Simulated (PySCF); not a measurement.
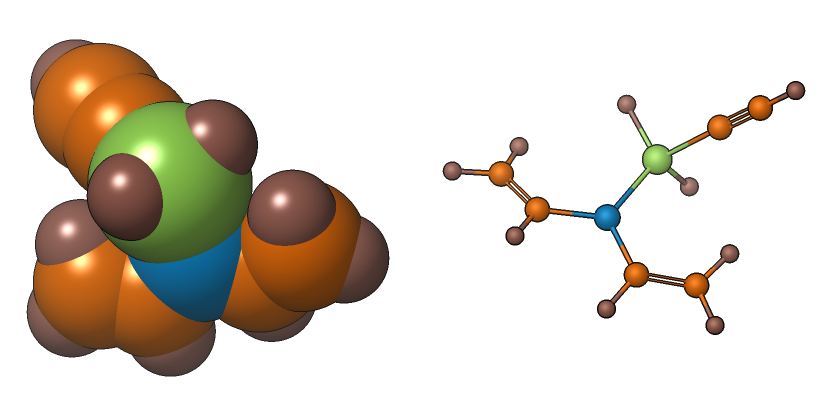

The same structure drawn twice, from different directions. Colours: carbon orange, silicon green, boron blue, hydrogen brown.

The geometry was computed by an optimisation with GFN2-xTB. No frequency run is at hand to confirm it as a minimum.

> Which formula does it have?

C₆H₉BSi, 17 atoms: 6 carbon, 9 hydrogen, 1 boron and 1 silicon.

> Does it have rings?

It has no ring.

> Name some functional groups or characteristic bonds that it holds.

Among them: alkene, alkyne, Si–H bond.

> Write the SMILES.

C#C[SiH2]B(C=C)C=C

More results for the same structure follow; atom numbers are the same in all pictures, views and colours differ.

### Symmetry

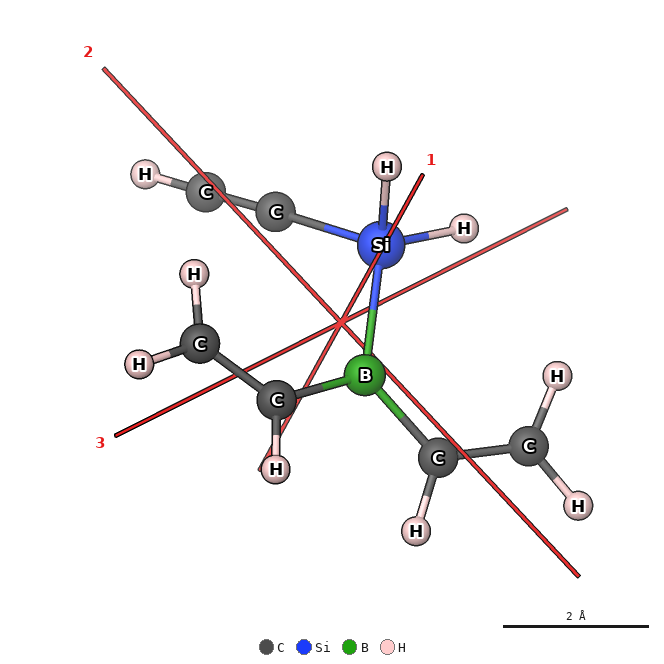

The three principal axes of inertia are drawn and numbered. Distant atoms are faded towards the background colour. No frequency run is at hand to confirm it as a minimum. Masses are those of the most abundant isotopes; constants are for the rigid equilibrium geometry.

> Which line is the a axis (least moment of inertia), which b and which c?

a is line 2, b is line 3, c is line 1; the moments are 244, 432, 601 u Å².

> Classify the rotor and give the rotational constants (GHz).

An asymmetric top (C1): A = 2.07, B = 1.17, C = 0.841 GHz. Ray's parameter κ is −0.47, nearer the prolate limit.

### Dipole moment

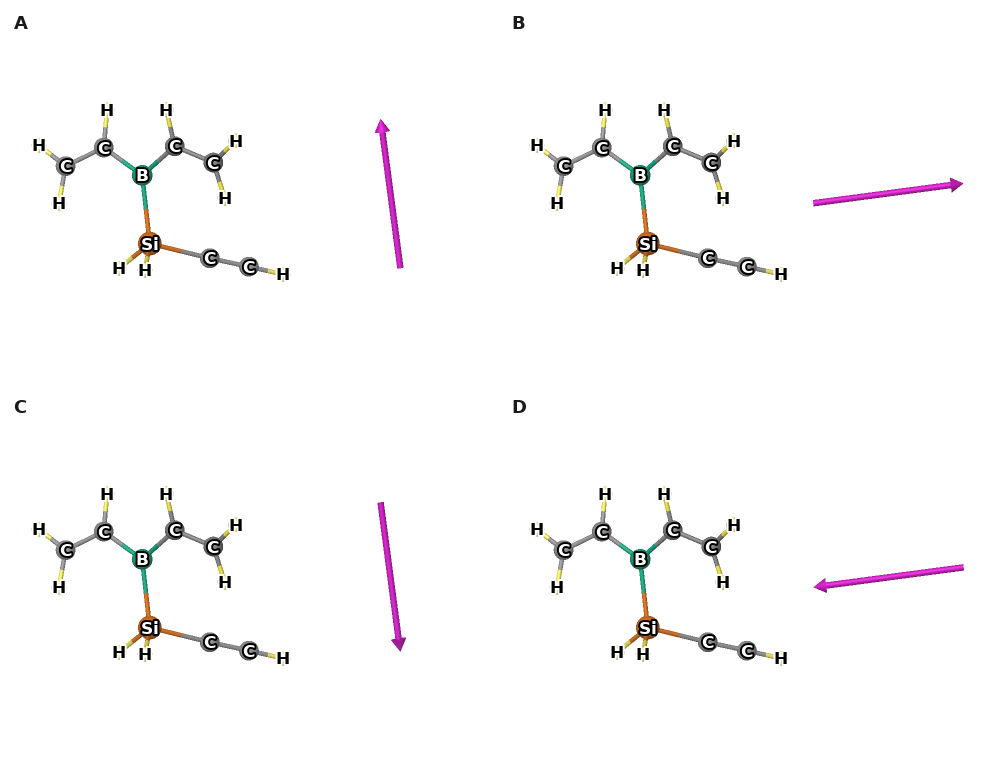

The same molecule four times, each with an arrow. No frequency run is at hand to confirm it as a minimum. Properties computed with PBE0/def2-SVPD, gas phase (PySCF 2.14.0).

> Which arrow points along the dipole moment, from the negative to the positive end?

A. The dipole moment is 1.61 D.

### Polarisability

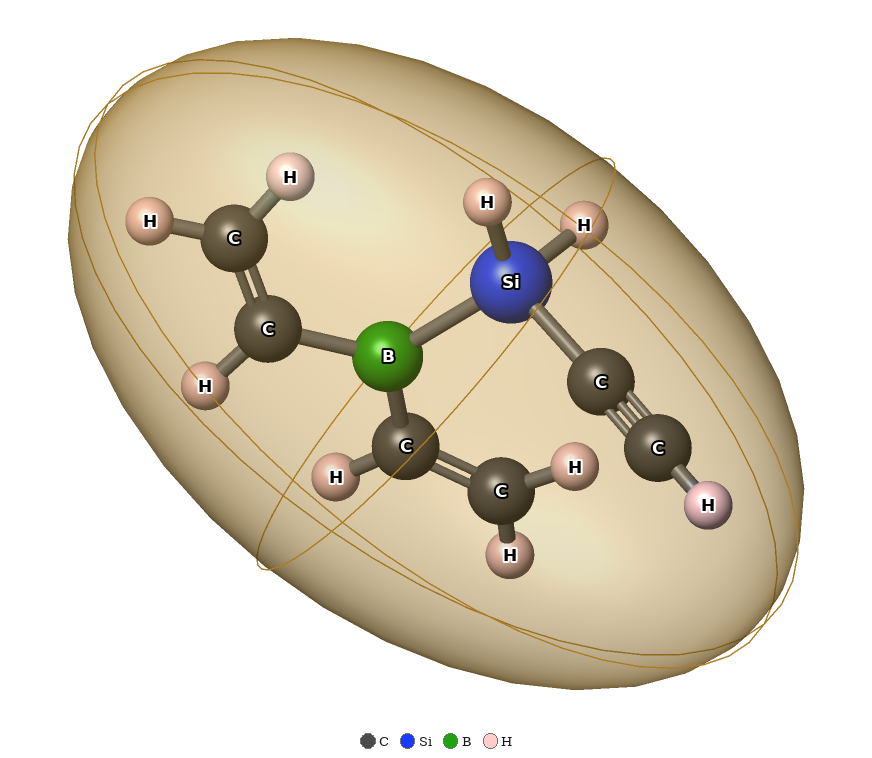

The ellipsoid shows the static dipole polarisability: its half-axes are proportional to the principal values. No frequency run is at hand to confirm it as a minimum. Method: PBE0/def2-SVPD (PySCF 2.14.0).

> Give the principal values, the mean and the anisotropy.

Principal values 84.9, 109.2, 151.0 bohr³; mean 115.0 bohr³ (17.05 Å³); anisotropy 57.9 bohr³, so the longest axis is 1.78 times the shortest.

### Excitation

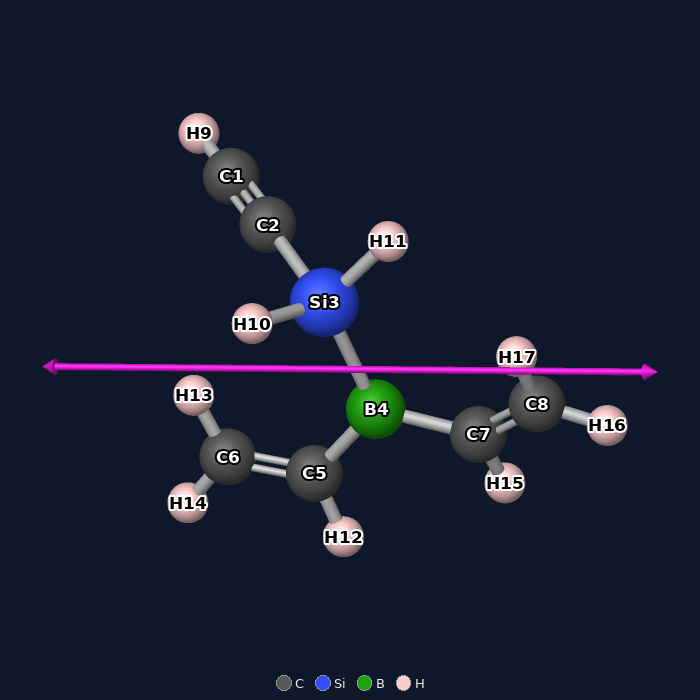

The double arrow shows the direction of the transition dipole to excited singlet state 3 (its length means nothing). No frequency run is at hand to confirm it as a minimum. Properties computed with TDDFT PBE0/def2-SVPD, vertical, gas phase, core orbitals frozen in the response (PySCF 2.14.0).

> Where does the transition lie, and how strong is it?

4.87 eV (255 nm), oscillator strength 0.12, of mixed character, with the largest part HOMO−2 → LUMO (weight 0.40); transition dipole 2.54 D.

The geometry is semi-empirical. Around B, Si such bond lengths and angles can be off by a tenth of an ångström or more and by several degrees, and values that hang on the shape move with them.
